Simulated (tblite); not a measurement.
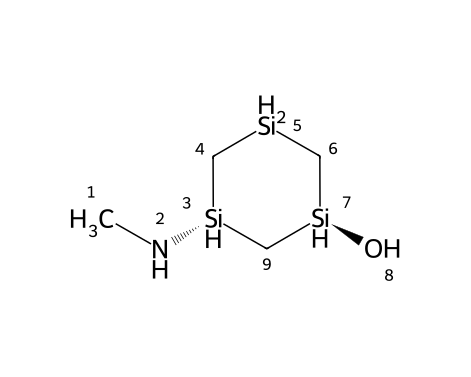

Skeletal drawing with numbered atoms; wedges and dashes mark any stereocentres. The configuration is that of a computed structure (GFN2-xTB).

Assign CIP descriptors.

Answer. Si3: R; Si7: R.

Give a SMILES with the stereochemistry.

Answer. CN[Si@@H]1C[SiH2]C[Si@@H](O)C1
